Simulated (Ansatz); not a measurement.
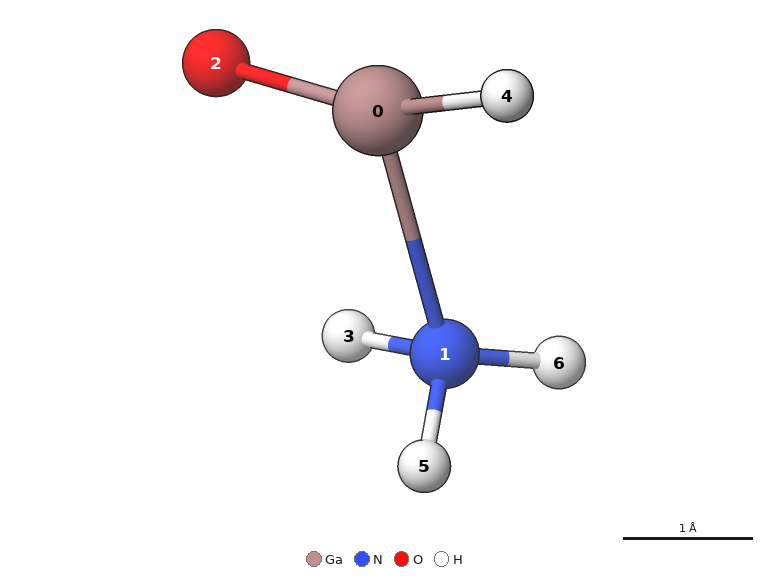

Simulated data, not a measurement (program: Ansatz).

The structure as it stands in the input. Atoms are numbered from 0, in the order of the input.

Input file:

```yaml
crystal:
  periodic: [false, false, false]
  atoms:
    - {symbol: Ga, position_ang: [-0.241733, -0.971382, 0.863459]}
    - {symbol: N, position_ang: [0.165707, 0.719263, -0.476861]}
    - {symbol: O, position_ang: [-0.342170, -2.102036, -0.360810]}
    - {symbol: H, position_ang: [0.123143, 0.103579, -1.289067]}
    - {symbol: H, position_ang: [-0.247626, -0.356500, 2.277041]}
    - {symbol: H, position_ang: [1.077825, 1.160936, -0.441243]}
    - {symbol: H, position_ang: [-0.535045, 1.445942, -0.572718]}
basis:
  gaussian: {orbitals: def2-TZVPP}
correlation: {method: ccsd_t, frozen_orbitals: {Ga: 14, H: 0, "N": 1, O: 1}}
```

Result:

```
Functional definition: HF
  name "HF"
  cite "Fock, Z. Phys. 61, 126 (1930) doi:10.1007/BF01340294"
  parent pbe
  exchange = exact_x
  correlation = 0
1011 factors; integrals over basis functions are off by at most 1.1e-3 eV
mean field evaluation 1: about -55909.6432 eV, gradient 6.0e1 eV
mean field evaluation 2: about -55909.7283 eV, gradient 6.0e1 eV
mean field evaluation 4: about -55916.9734 eV, gradient 8.5e0 eV
mean field evaluation 8: about -55917.1680 eV, gradient 5.7e-1 eV
mean field evaluation 16: about -55909.6443 eV, gradient 6.0e1 eV
mean field -55917.16976871 eV, -2054.9180869811 hartree, gradient 2.0e-6 eV, S^2 0.000000; 0 other end points of the search recorded, 0 dependent functions left out
16 core orbitals not correlated, not the lowest: weight in the atoms' cores, before any rotation towards them, 0.721 or more for the frozen orbitals, at most 0.254 for the correlated occupied ones
reference -55917.16976871 eV, -2054.9180869811 hartree; 9, 9 occupied and 141, 141 virtual orbitals, 1011 factors
second order -14.55919245 eV of doubles, -0.00000000 eV of singles
cycle   1  -14.16887964 eV  change    3.9e-1 eV  update   1.4e-1
cycle   2  -14.59604641 eV  change   -4.3e-1 eV  update   6.7e-2
cycle   3  -14.76059321 eV  change   -1.6e-1 eV  update   3.0e-2
cycle   4  -14.75640964 eV  change    4.2e-3 eV  update   1.1e-2
cycle   5  -14.75028003 eV  change    6.1e-3 eV  update   4.6e-3
cycle   6  -14.75156004 eV  change   -1.3e-3 eV  update   2.0e-3
cycle   7  -14.75140045 eV  change    1.6e-4 eV  update   7.5e-4
cycle   8  -14.75103854 eV  change    3.6e-4 eV  update   3.4e-4
cycle   9  -14.75117291 eV  change   -1.3e-4 eV  update   1.3e-4
cycle  10  -14.75126395 eV  change   -9.1e-5 eV  update   5.6e-5
cycle  11  -14.75119980 eV  change    6.4e-5 eV  update   3.0e-5
cycle  12  -14.75119471 eV  change    5.1e-6 eV  update   1.4e-5
perturbative correction -0.63864875 eV, -0.0234699088 hartree
Total energy: -55932.55961217 eV, -2055.4836532967 hartree
```
